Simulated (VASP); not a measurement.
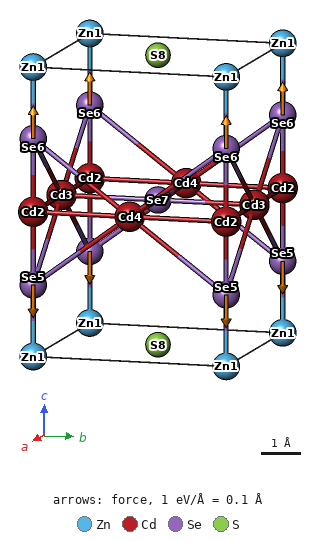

Starting geometry of a crystal of ZnCd$_{3}$Se$_{3}$S (a generated structure, set up in P4/mmm) with the computed forces as orange arrows. The picture is a ball-and-stick view of the cell of the calculation, seen slightly off an axis.

The run lets cell and atoms move.

Level of theory: Kohn-Sham DFT of a periodic cell, PBE, VASP PAW PBE potentials, recommended in VASP 6.6.1.

Input file:
```
SYSTEM = ZnCd3Se3S
PREC = Normal
ENCUT = 520
EDIFF = 1E-4
ISMEAR = 0
SIGMA = 0.15
LREAL = .False.
LASPH = .True.
NELM = 60
ALGO = Fast
ISIF = 3
LWAVE = .False.
LCHARG = .False.
GGA = PE
IBRION = 2
NSW = 24
EDIFFG = -0.08
```

Command:
```bash
cat potpaw_PBE.64/Zn/POTCAR potpaw_PBE.64/Cd/POTCAR potpaw_PBE.64/Se/POTCAR potpaw_PBE.64/S/POTCAR > POTCAR
mpirun -np 1 vasp_std > vasp.out
```

Question: What follows when this structure is relaxed?

Answer: It isn't relaxed: the largest force vector, on Se atoms, is 8.79 eV/Å. The atoms end up moving mostly along the starting forces (cosine between the two patterns 1.00). The largest moves relative to the cell, 0.070 Å, are those of Se5 and Se6. Se5 goes along −c. S and Zn and Cd stay in place. The volume changes by +50.0 %, with a = b 5.156 → 5.581 Å (+8.2 %), c 7.540 → 9.653 Å (+28.0 %). Among the contacts that change: Cd2–Se5 1.904 → 2.508 Å, Cd3–Se5 3.205 → 3.752 Å, Zn1–Se5 1.866 → 2.319 Å, Cd2–Cd3 2.578 → 2.791 Å. The space group stays P4/mmm (No. 123). After 15 geometry steps the energy has fallen by 12.064 eV per cell of the calculation. The largest force component goes from 8.8 to 0.068 eV/Å. The pressure goes from 40.02 to −0.18 GPa. The volume changes by over a tenth within one run on a fixed set of plane waves, so the end point should be relaxed again from the new cell.

Limits of the set-up: layers or molecules are held without a dispersion correction, so their spacing is unreliable.
